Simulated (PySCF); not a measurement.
**Si2H4Cl2: spin-spin couplings and electronic excitations at several levels of theory, part 1 of 2**

Aim: compute the spin-spin couplings and electronic excitations of Si2H4Cl2 (`[SiH3][SiH](Cl)Cl`) at several levels, and see how far they spread and what each costs.

The runs use PySCF 2.14.0, with density-fitted response routines of our own; the level of theory stands in each step. All values are computed, except where a source is named. Atoms count from 0, in the outputs and in this text.

## (1) Starting geometry

8 atoms, charge 0, multiplicity 1; geometry from: PBE0-D3(BJ)/def2-SVP.

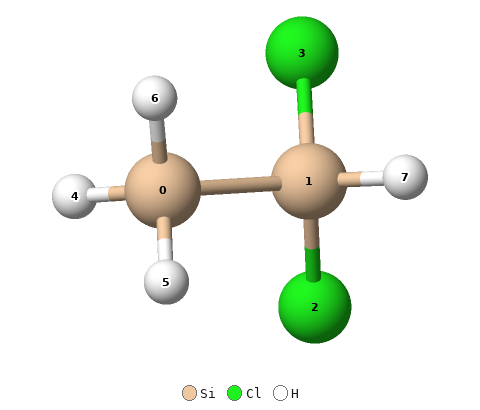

The starting geometry (silicon light orange, chlorine green, hydrogen white), atoms numbered; sticks join atoms by distance.

## (2) Spin-spin couplings: B3LYP/cc-pVTZ

Job settings and geometry (Å):

```
{"job": {"kind": "j", "xc": "B3LYP", "basis": "cc-pVTZ"}, "charge": 0, "multiplicity": 1}
Si    -0.662042     0.013363     0.543219
Si     1.634164     0.345655     0.807839
Cl     2.632324    -1.069273    -0.322046
Cl     2.108037     2.235311     0.114396
H     -0.982492     0.117338    -0.910423
H     -1.033596    -1.341418     1.050454
H     -1.408324     1.058595     1.306143
H      2.140742     0.243704     2.202533
```

Method: B3LYP/cc-pVTZ indirect spin-spin coupling, non-relativistic, gas phase.

On the command line:

```console
$ OMP_NUM_THREADS=1 python probes_run.py task.json out
```

This one command runs all jobs of the session in turn.

The log of the run:

```text
coarse grid: 8976 points
cycle   1  E = -1501.9693179132  dE =  9.099e-02  |g| = 3.506e-01  |ddm| = 4.692e+00
cycle   2  E = -1501.9436800608  dE =  2.564e-02  |g| = 4.660e-01  |ddm| = 1.327e+00
cycle   3  E = -1502.0011357844  dE = -5.746e-02  |g| = 4.322e-02  |ddm| = 7.281e-01
cycle   4  E = -1502.0015895598  dE = -4.538e-04  |g| = 1.657e-02  |ddm| = 8.298e-02
cycle   5  E = -1502.0016647863  dE = -7.523e-05  |g| = 2.722e-03  |ddm| = 2.693e-02
cycle   6  E = -1502.0016665790  dE = -1.793e-06  |g| = 7.820e-04  |ddm| = 6.194e-03
final grid: 68832 points
cycle   7  E = -1502.0217792310  dE = -6.874e-06  |g| = 2.991e-03  |ddm| = 2.636e-02
cycle   8  E = -1502.0217786239  dE =  6.071e-07  |g| = 3.079e-03  |ddm| = 7.919e-03
cycle   9  E = -1502.0217807936  dE = -2.170e-06  |g| = 5.093e-04  |ddm| = 4.856e-03
cycle  10  E = -1502.0217808690  dE = -7.541e-08  |g| = 8.140e-05  |ddm| = 8.068e-04
cycle  11  E = -1502.0217808709  dE = -1.942e-09  |g| = 1.200e-05  |ddm| = 1.669e-04
cycle  12  E = -1502.0217808710  dE = -4.229e-11  |g| = 3.898e-06  |ddm| = 2.832e-05
converged SCF energy = -1502.0217808710

Indirect spin-spin couplings (Hz)
  i      j    bonds     total        FC       PSO       DSO        SD
  0 Si   1 Si   1     88.692    87.318    -1.140     0.053     2.462
  0 Si   4 H    1   -164.373  -164.612     0.373    -0.183     0.050
  0 Si   5 H    1   -157.518  -157.735     0.325    -0.171     0.062
  0 Si   6 H    1   -157.710  -157.927     0.326    -0.171     0.062
  0 Si   7 H    2    -24.565   -24.781     0.108     0.139    -0.031
  1 Si   4 H    2     -3.067    -3.110     0.096     0.034    -0.086
  1 Si   5 H    2    -15.304   -15.312     0.061     0.044    -0.098
  1 Si   6 H    2    -15.001   -15.006     0.061     0.043    -0.098
  1 Si   7 H    1   -203.142  -203.366     0.851    -0.429    -0.199
  4 H    5 H    2      1.249     2.195     0.878    -1.892     0.069
  4 H    6 H    2      1.301     2.248     0.878    -1.894     0.069
  4 H    7 H    3      8.867     9.952     0.711    -1.804     0.009
  5 H    6 H    2      2.142     3.096     0.894    -1.917     0.069
  5 H    7 H    3     -1.683    -1.566     0.181    -0.304     0.007
  6 H    7 H    3     -1.622    -1.479     0.196    -0.346     0.006
```

Wall time 33 s (1 thread of Intel Xeon Platinum 8259CL at 2.50GHz, shared host); peak memory 0.8 GiB.

The basis is not made for couplings: without tight functions at the nuclei these values are rough.

A choice of the couplings up to four bonds, sorted by the number of bonds, with means over like pairs; isotopes 1H, 29Si:

```csv
pair,bonds,J (Hz),Fermi contact (Hz)
Si1–H7,1,-203.1,-203.4
Si0–H4,1,-159.9,-160.1
Si0–Si1,1,88.7,87.3
Si0–H7,2,-24.6,-24.8
Si1–H4,2,-11.1,-11.1
H4–H5,2,1.6,2.5
H4–H7,3,1.9,2.3
```

Means hide unlike values in this fixed geometry: Si1–H4 from -15.3 to -3.1 Hz; H4–H7 from -1.7 to 8.9 Hz. They hold only if the pairs exchange fast.

The response was solved for the nuclei of H, Si alone, so couplings that need other nuclei can be missing.

Quadrupole couplings from the field gradients of the same density:

```csv
atom,isotope,eQq/h (MHz),η
Cl3,35Cl,-39.0,0.09
Cl2,35Cl,-38.9,0.09
```

## (3) Spin-spin couplings: B3LYP/6-31G*

Same as in step 2 but for these lines:

```diff
@@ -1,2 +1,2 @@
-{"job": {"kind": "j", "xc": "B3LYP", "basis": "cc-pVTZ"}, "charge": 0, "multiplicity": 1}
+{"job": {"kind": "j", "xc": "B3LYP", "basis": "6-31G*"}, "charge": 0, "multiplicity": 1}
 Si    -0.662042     0.013363     0.543219
```

Level: B3LYP/6-31G* indirect spin-spin coupling, non-relativistic, gas phase.

The log of the run:

```text
coarse grid: 8976 points
cycle   1  E = -1501.8976844801  dE =  1.118e-01  |g| = 3.395e-01  |ddm| = 2.524e+00
cycle   2  E = -1501.8728738037  dE =  2.481e-02  |g| = 4.436e-01  |ddm| = 1.109e+00
cycle   3  E = -1501.9359029407  dE = -6.303e-02  |g| = 1.970e-02  |ddm| = 6.496e-01
cycle   4  E = -1501.9360104844  dE = -1.075e-04  |g| = 8.448e-03  |ddm| = 3.788e-02
cycle   5  E = -1501.9360317772  dE = -2.129e-05  |g| = 1.186e-03  |ddm| = 1.265e-02
cycle   6  E = -1501.9360323174  dE = -5.402e-07  |g| = 2.512e-04  |ddm| = 2.521e-03
final grid: 68832 points
cycle   7  E = -1501.8687746605  dE = -1.434e-06  |g| = 2.649e-03  |ddm| = 1.062e-02
cycle   8  E = -1501.8687737108  dE =  9.497e-07  |g| = 3.131e-03  |ddm| = 8.299e-03
cycle   9  E = -1501.8687768657  dE = -3.155e-06  |g| = 2.186e-04  |ddm| = 4.632e-03
cycle  10  E = -1501.8687768800  dE = -1.432e-08  |g| = 2.375e-05  |ddm| = 2.991e-04
cycle  11  E = -1501.8687768802  dE = -1.946e-10  |g| = 5.672e-06  |ddm| = 4.950e-05
converged SCF energy = -1501.8687768802

Indirect spin-spin couplings (Hz)
  i      j    bonds     total        FC       PSO       DSO        SD
  0 Si   1 Si   1     93.595    92.317    -1.182     0.052     2.407
  0 Si   4 H    1   -193.960  -194.072     0.765    -0.212    -0.441
  0 Si   5 H    1   -186.237  -186.328     0.711    -0.200    -0.421
  0 Si   6 H    1   -186.413  -186.503     0.710    -0.200    -0.420
  0 Si   7 H    2    -22.051   -22.115    -0.029     0.136    -0.043
  1 Si   4 H    2     -2.187    -2.096    -0.048     0.031    -0.074
  1 Si   5 H    2    -11.995   -11.874    -0.084     0.041    -0.078
  1 Si   6 H    2    -11.724   -11.602    -0.085     0.040    -0.078
  1 Si   7 H    1   -225.850  -226.137     1.332    -0.457    -0.588
  4 H    5 H    2     -0.045     1.453     0.300    -1.817     0.018
  4 H    6 H    2      0.004     1.504     0.300    -1.818     0.018
  4 H    7 H    3      7.880     9.282     0.374    -1.780     0.003
  5 H    6 H    2      0.943     2.453     0.312    -1.841     0.019
  5 H    7 H    3     -1.691    -1.487     0.068    -0.283     0.011
  6 H    7 H    3     -1.654    -1.416     0.077    -0.325     0.010
```

Wall time 13 s (1 thread of Intel Xeon Platinum 8259CL at 2.50GHz, shared host); peak memory 0.55 GiB.

The basis is not made for couplings: without tight functions at the nuclei these values are rough.

This run: J(Si1,H7) -225.8 Hz, J(Si0,H4) -188.9 Hz, J(Si0,Si1) 93.6 Hz (means over like pairs).

## (4) Excited states and response: HF/def2-SVPD

Same as in step 3 but for these lines:

```diff
@@ -1,2 +1,2 @@
-{"job": {"kind": "j", "xc": "B3LYP", "basis": "6-31G*"}, "charge": 0, "multiplicity": 1}
+{"job": {"kind": "uv", "xc": "HF", "basis": "def2-SVPD", "ip": true}, "charge": 0, "multiplicity": 1}
 Si    -0.662042     0.013363     0.543219
```

Level: TDDFT HF/def2-SVPD, vertical, gas phase, core orbitals frozen in the response.

The log of the run:

```text
final grid: 68832 points
cycle   1  E = -1498.7666388374  dE =  3.253e-02  |g| = 4.066e-01  |ddm| = 2.913e+00
cycle   2  E = -1498.8241238600  dE = -5.749e-02  |g| = 1.886e-01  |ddm| = 1.111e+00
cycle   3  E = -1498.8360530143  dE = -1.193e-02  |g| = 3.868e-02  |ddm| = 3.635e-01
cycle   4  E = -1498.8370124047  dE = -9.594e-04  |g| = 5.666e-03  |ddm| = 1.659e-01
cycle   5  E = -1498.8370363697  dE = -2.397e-05  |g| = 1.453e-03  |ddm| = 2.288e-02
cycle   6  E = -1498.8370381462  dE = -1.776e-06  |g| = 4.367e-04  |ddm| = 4.756e-03
cycle   7  E = -1498.8370383046  dE = -1.585e-07  |g| = 1.170e-04  |ddm| = 1.431e-03
cycle   8  E = -1498.8370383161  dE = -1.145e-08  |g| = 3.000e-05  |ddm| = 3.825e-04
cycle   9  E = -1498.8370383170  dE = -9.186e-10  |g| = 5.759e-06  |ddm| = 1.130e-04
converged SCF energy = -1498.8370383170

Static polarisability (au): isotropic 78.009, principal 68.408 80.817 84.804

Singlet excitations
state   eV       nm        f      main configurations
  1   7.4862    165.6   0.02845   H->L+1 0.67, H->L 0.08
  2   7.5536    164.1   0.03909   H->L+3 0.72, H->L+6 0.12
  3   8.6450    143.4   0.27633   H->L+2 0.69
  4   8.9853    138.0   0.00448   H-2->L+3 0.27, H-1->L+1 0.22, H-1->L 0.13
  5   9.0527    137.0   0.41459   H->L 0.64, H->L+1 0.14
  6   9.3048    133.2   0.14436   H-2->L+1 0.29, H-1->L+3 0.22, H-2->L 0.12
  7   9.3766    132.2   0.01588   H-3->L+1 0.30, H-3->L 0.14
  8   9.3812    132.2   0.03266   H-1->L+3 0.31, H->L+12 0.11
  9   9.4800    130.8   0.01714   H->L+8 0.35, H->L+6 0.18, H->L+11 0.11
 10   9.6832    128.0   0.04444   H->L+9 0.44, H->L+5 0.21

Triplet excitations (Tamm-Dancoff, eV): 6.3356 6.4211 7.4457 8.2689
Vertical ionisation energy (delta-SCF) = 10.1668 eV
```

It took 7.3 s on 1 thread of Intel Xeon Platinum 8259CL at 2.50GHz, shared host; peak memory 0.52 GiB.

The orbitals next to the gap, with their largest atomic shares:

```csv
orbital,eV,atoms
HOMO−3,-13.06,"Cl2 42 %, Cl3 42 %, Si1 6 %"
HOMO−2,-12.94,"Cl2 36 %, Cl3 36 %, Si1 16 %"
HOMO−1,-12.65,"Cl3 47 %, Cl2 47 %"
HOMO,-11.17,"Si0 26 %, Si1 25 %, Cl2 17 %"
LUMO,2.20,"Si0 36 %, Si1 19 %, Cl3 16 %"
LUMO+1,2.35,"Si0 32 %, Si1 24 %, Cl2 11 %"
LUMO+2,2.50,"Si0 25 %, Si1 24 %, H7 11 %"
```

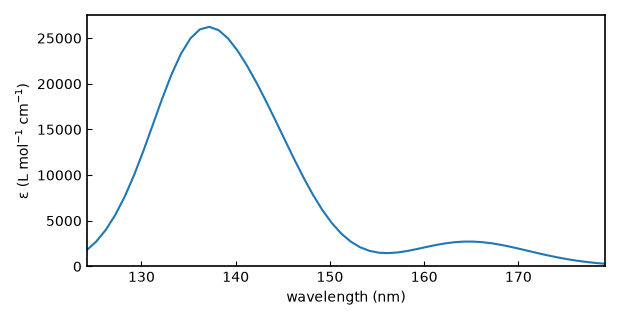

Absorption spectrum: each of the 10 states is a Gaussian band of 0.4 eV half-width at 1/e. Beyond the last state computed it falls off for lack of states.

Further results of this job:

```csv
property,computed
dipole moment (D),1.90
polarisability (Å³),11.56
HOMO–LUMO gap (eV),13.38
−ε(HOMO) (eV),11.17
```

## (5) Ultraviolet spectrum: LDA/def2-SVPD

Same as in step 4 but for these lines:

```diff
@@ -1,2 +1,2 @@
-{"job": {"kind": "uv", "xc": "HF", "basis": "def2-SVPD", "ip": true}, "charge": 0, "multiplicity": 1}
+{"job": {"kind": "uv", "xc": "LDA", "basis": "def2-SVPD", "ip": true}, "charge": 0, "multiplicity": 1}
 Si    -0.662042     0.013363     0.543219
```

Level: TDDFT LDA/def2-SVPD, vertical, gas phase, core orbitals frozen in the response.

The log of the run:

```text
coarse grid: 8976 points
cycle   1  E = -1495.9414361433  dE =  7.858e-02  |g| = 2.770e-01  |ddm| = 3.304e+00
cycle   2  E = -1495.9070710520  dE =  3.437e-02  |g| = 4.403e-01  |ddm| = 1.067e+00
cycle   3  E = -1495.9626523870  dE = -5.558e-02  |g| = 5.858e-02  |ddm| = 6.995e-01
cycle   4  E = -1495.9637316875  dE = -1.079e-03  |g| = 2.119e-02  |ddm| = 1.177e-01
cycle   5  E = -1495.9638692119  dE = -1.375e-04  |g| = 3.214e-03  |ddm| = 3.777e-02
cycle   6  E = -1495.9638732935  dE = -4.082e-06  |g| = 8.123e-04  |ddm| = 9.046e-03
final grid: 68832 points
cycle   7  E = -1496.1122193660  dE = -3.101e-06  |g| = 1.727e-03  |ddm| = 2.192e-02
cycle   8  E = -1496.1122185786  dE =  7.874e-07  |g| = 2.305e-03  |ddm| = 6.111e-03
cycle   9  E = -1496.1122201605  dE = -1.582e-06  |g| = 4.325e-04  |ddm| = 3.885e-03
cycle  10  E = -1496.1122202209  dE = -6.041e-08  |g| = 7.466e-05  |ddm| = 7.992e-04
cycle  11  E = -1496.1122202230  dE = -2.051e-09  |g| = 1.837e-05  |ddm| = 1.491e-04
cycle  12  E = -1496.1122202231  dE = -1.028e-10  |g| = 2.291e-06  |ddm| = 3.228e-05
converged SCF energy = -1496.1122202231

Static polarisability (au): isotropic 89.863, principal 76.335 92.321 100.933

Singlet excitations
state   eV       nm        f      main configurations
  1   5.7017    217.5   0.01371   H->L 0.97
  2   5.8675    211.3   0.00967   H->L+1 0.97
  3   6.4991    190.8   0.05439   H->L+2 0.86
  4   6.5393    189.6   0.01073   H-1->L 0.90
  5   6.6183    187.3   0.01130   H-1->L+1 0.87
  6   6.6935    185.2   0.00610   H-2->L 0.92
  7   6.7938    182.5   0.00409   H-3->L 0.45, H-2->L+1 0.28, H->L+3 0.21
  8   6.8245    181.7   0.00800   H-2->L+1 0.51, H-3->L 0.41
  9   6.9808    177.6   0.14990   H->L+3 0.66, H-2->L+1 0.12
 10   7.0261    176.5   0.03228   H-3->L+1 0.80

Triplet excitations (Tamm-Dancoff, eV): 5.3049 5.4150 5.9951 6.2252
Vertical ionisation energy (delta-SCF) = 9.9689 eV
Vertical electron affinity (delta-SCF) = -0.4999 eV
```

Run time: 62 s. Hardware: 1 thread of Intel Xeon Platinum 8259CL at 2.50GHz, shared host; peak memory 0.46 GiB.

In short: HOMO -7.25 eV, LUMO -1.77 eV; lowest singlet 5.70 eV.

## (6) TDDFT and polarisability: PBE/def2-SVPD

Same as in step 5 but for these lines:

```diff
@@ -1,2 +1,2 @@
-{"job": {"kind": "uv", "xc": "LDA", "basis": "def2-SVPD", "ip": true}, "charge": 0, "multiplicity": 1}
+{"job": {"kind": "uv", "xc": "PBE", "basis": "def2-SVPD", "ip": true}, "charge": 0, "multiplicity": 1}
 Si    -0.662042     0.013363     0.543219
```

Level: TDDFT PBE/def2-SVPD, vertical, gas phase, core orbitals frozen in the response.

The log of the run:

```text
coarse grid: 8976 points
cycle   1  E = -1500.5005291120  dE =  7.466e-02  |g| = 2.914e-01  |ddm| = 3.399e+00
cycle   2  E = -1500.4626058438  dE =  3.792e-02  |g| = 4.598e-01  |ddm| = 1.113e+00
cycle   3  E = -1500.5247918864  dE = -6.219e-02  |g| = 5.864e-02  |ddm| = 7.405e-01
cycle   4  E = -1500.5259422795  dE = -1.150e-03  |g| = 1.754e-02  |ddm| = 1.129e-01
cycle   5  E = -1500.5260331767  dE = -9.090e-05  |g| = 3.185e-03  |ddm| = 3.319e-02
cycle   6  E = -1500.5260372514  dE = -4.075e-06  |g| = 7.686e-04  |ddm| = 8.692e-03
final grid: 68832 points
cycle   7  E = -1500.7395334380  dE = -9.703e-06  |g| = 1.800e-03  |ddm| = 2.508e-02
cycle   8  E = -1500.7395324374  dE =  1.001e-06  |g| = 2.465e-03  |ddm| = 9.202e-03
cycle   9  E = -1500.7395346310  dE = -2.194e-06  |g| = 3.684e-04  |ddm| = 5.197e-03
cycle  10  E = -1500.7395346688  dE = -3.772e-08  |g| = 9.527e-05  |ddm| = 6.521e-04
cycle  11  E = -1500.7395346717  dE = -2.884e-09  |g| = 2.261e-05  |ddm| = 1.882e-04
cycle  12  E = -1500.7395346718  dE = -1.723e-10  |g| = 3.726e-06  |ddm| = 4.104e-05
converged SCF energy = -1500.7395346718

Static polarisability (au): isotropic 88.247, principal 74.942 91.026 98.775

Singlet excitations
state   eV       nm        f      main configurations
  1   5.8106    213.4   0.01585   H->L 0.97
  2   5.9839    207.2   0.01145   H->L+1 0.96
  3   6.6141    187.5   0.01344   H-1->L 0.89
  4   6.6176    187.4   0.05247   H->L+2 0.82
  5   6.6952    185.2   0.01174   H-1->L+1 0.86
  6   6.7637    183.3   0.00562   H-2->L 0.93
  7   6.8707    180.5   0.00311   H-3->L 0.45, H-2->L+1 0.25, H->L+3 0.24
  8   6.9063    179.5   0.00852   H-2->L+1 0.47, H-3->L 0.42
  9   7.0359    176.2   0.15525   H->L+3 0.61, H-2->L+1 0.19
 10   7.1035    174.5   0.03744   H-3->L+1 0.85

Triplet excitations (Tamm-Dancoff, eV): 5.3189 5.4212 6.0262 6.2679
Vertical ionisation energy (delta-SCF) = 9.8844 eV
Vertical electron affinity (delta-SCF) = -0.6169 eV
```

It took 95 s on 1 thread of Intel Xeon Platinum 8259CL at 2.50GHz, shared host; peak memory 0.49 GiB.

This run: HOMO -7.19 eV, LUMO -1.59 eV; lowest singlet 5.81 eV.

## (7) TDDFT and polarisability: B3LYP/def2-SVPD

Same as in step 6 but for these lines:

```diff
@@ -1,2 +1,2 @@
-{"job": {"kind": "uv", "xc": "PBE", "basis": "def2-SVPD", "ip": true}, "charge": 0, "multiplicity": 1}
+{"job": {"kind": "uv", "xc": "B3LYP", "basis": "def2-SVPD", "ip": true}, "charge": 0, "multiplicity": 1}
 Si    -0.662042     0.013363     0.543219
```

Level: TDDFT B3LYP/def2-SVPD, vertical, gas phase, core orbitals frozen in the response.

The log of the run:

```text
coarse grid: 8976 points
cycle   1  E = -1501.3017458143  dE =  6.652e-02  |g| = 3.138e-01  |ddm| = 3.222e+00
cycle   2  E = -1501.2788145073  dE =  2.293e-02  |g| = 4.190e-01  |ddm| = 1.145e+00
cycle   3  E = -1501.3315367365  dE = -5.272e-02  |g| = 2.772e-02  |ddm| = 6.593e-01
cycle   4  E = -1501.3317575492  dE = -2.208e-04  |g| = 1.064e-02  |ddm| = 5.793e-02
cycle   5  E = -1501.3317903202  dE = -3.277e-05  |g| = 1.717e-03  |ddm| = 2.029e-02
cycle   6  E = -1501.3317913149  dE = -9.947e-07  |g| = 4.184e-04  |ddm| = 4.732e-03
final grid: 68832 points
cycle   7  E = -1501.4952066279  dE = -4.200e-06  |g| = 2.448e-03  |ddm| = 2.573e-02
cycle   8  E = -1501.4952060189  dE =  6.091e-07  |g| = 2.768e-03  |ddm| = 7.274e-03
cycle   9  E = -1501.4952081400  dE = -2.121e-06  |g| = 3.163e-04  |ddm| = 4.258e-03
cycle  10  E = -1501.4952081726  dE = -3.261e-08  |g| = 3.977e-05  |ddm| = 5.550e-04
cycle  11  E = -1501.4952081731  dE = -5.207e-10  |g| = 9.284e-06  |ddm| = 9.987e-05
converged SCF energy = -1501.4952081731

Static polarisability (au): isotropic 85.346, principal 73.155 88.151 94.732

Singlet excitations
state   eV       nm        f      main configurations
  1   6.2535    198.3   0.02123   H->L 0.97
  2   6.4211    193.1   0.01676   H->L+1 0.97
  3   7.1259    174.0   0.10194   H->L+2 0.89
  4   7.2059    172.1   0.01521   H-1->L 0.88, H-3->L+1 0.10
  5   7.3550    168.6   0.00803   H-1->L+1 0.89
  6   7.3786    168.0   0.00077   H-2->L 0.96
  7   7.4633    166.1   0.02914   H-3->L 0.69, H->L+3 0.23
  8   7.5080    165.1   0.13211   H->L+3 0.59, H-3->L 0.26
  9   7.6152    162.8   0.07204   H-2->L+1 0.91
 10   7.7593    159.8   0.05523   H-3->L+1 0.74, H-1->L 0.09

Triplet excitations (Tamm-Dancoff, eV): 5.7079 5.8092 6.4337 6.7914
Vertical ionisation energy (delta-SCF) = 10.2292 eV
```

It took 38 s on 1 thread of Intel Xeon Platinum 8259CL at 2.50GHz, shared host; peak memory 0.6 GiB.

This run: HOMO -8.17 eV, LUMO -0.91 eV; lowest singlet 6.25 eV.

## (8) Ultraviolet spectrum: PBE0/def2-SVPD

Same as in step 7 but for these lines:

```diff
@@ -1,2 +1,2 @@
-{"job": {"kind": "uv", "xc": "B3LYP", "basis": "def2-SVPD", "ip": true}, "charge": 0, "multiplicity": 1}
+{"job": {"kind": "uv", "xc": "PBE0", "basis": "def2-SVPD", "ip": true}, "charge": 0, "multiplicity": 1}
 Si    -0.662042     0.013363     0.543219
```

Level: TDDFT PBE0/def2-SVPD, vertical, gas phase, core orbitals frozen in the response.

The log of the run:

```text
coarse grid: 8976 points
cycle   1  E = -1500.6914868456  dE =  6.122e-02  |g| = 2.931e-01  |ddm| = 3.217e+00
cycle   2  E = -1500.6773488304  dE =  1.414e-02  |g| = 3.661e-01  |ddm| = 1.052e+00
cycle   3  E = -1500.7180716555  dE = -4.072e-02  |g| = 2.366e-02  |ddm| = 5.918e-01
cycle   4  E = -1500.7182307278  dE = -1.591e-04  |g| = 8.757e-03  |ddm| = 5.021e-02
cycle   5  E = -1500.7182530844  dE = -2.236e-05  |g| = 1.377e-03  |ddm| = 1.842e-02
cycle   6  E = -1500.7182537174  dE = -6.330e-07  |g| = 3.483e-04  |ddm| = 3.935e-03
final grid: 68832 points
cycle   7  E = -1500.8790811138  dE = -7.167e-06  |g| = 1.467e-03  |ddm| = 1.847e-02
cycle   8  E = -1500.8790812389  dE = -1.251e-07  |g| = 1.363e-03  |ddm| = 5.239e-03
cycle   9  E = -1500.8790817628  dE = -5.239e-07  |g| = 1.380e-04  |ddm| = 2.273e-03
cycle  10  E = -1500.8790817689  dE = -6.114e-09  |g| = 4.793e-05  |ddm| = 3.201e-04
cycle  11  E = -1500.8790817696  dE = -7.467e-10  |g| = 1.094e-05  |ddm| = 9.159e-05
converged SCF energy = -1500.8790817696

Static polarisability (au): isotropic 84.658, principal 72.567 87.405 94.002

Singlet excitations
state   eV       nm        f      main configurations
  1   6.3384    195.6   0.01863   H->L 0.97
  2   6.4737    191.5   0.01754   H->L+1 0.97
  3   7.2859    170.2   0.11181   H->L+2 0.90
  4   7.3678    168.3   0.01198   H-1->L 0.84, H-2->L+1 0.13
  5   7.4992    165.3   0.01311   H-1->L+1 0.90
  6   7.5516    164.2   0.00021   H-3->L 0.93
  7   7.6231    162.6   0.01017   H-2->L 0.88
  8   7.7351    160.3   0.11758   H->L+3 0.76, H-3->L+1 0.16
  9   7.7810    159.3   0.11432   H-3->L+1 0.78, H->L+3 0.10
 10   7.9118    156.7   0.06233   H-2->L+1 0.70, H-1->L 0.11

Triplet excitations (Tamm-Dancoff, eV): 5.6816 5.7528 6.4932 6.9179
Vertical ionisation energy (delta-SCF) = 10.2707 eV
```

Run time: 48 s. Hardware: 1 thread of Intel Xeon Platinum 8259CL at 2.50GHz, shared host; peak memory 0.6 GiB.

This run: HOMO -8.38 eV, LUMO -0.74 eV; lowest singlet 6.34 eV.

(Continued in part 2 of 2.)
